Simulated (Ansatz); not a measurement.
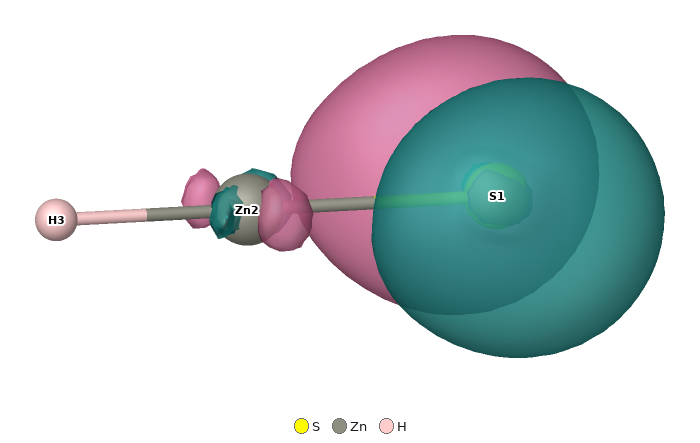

*HSZn (charge −1). The HOMO at ±0.15 Å⁻³ᐟ² (teal and pink are the two phases), seen from one side.*

The highest occupied orbital lies above zero, a sign that basis and functional describe the outermost electron poorly.

Method: RKS PBE/def2-SVP (Ansatz).

### Describe this orbital and give its energy.

Its weight (Hirshfeld) is mainly on S1 (about 85 %) and Zn2 (about 15 %); largely a lone pair of S1. It is one of a degenerate set, so its orientation is arbitrary. Its energy is 1.65 eV.
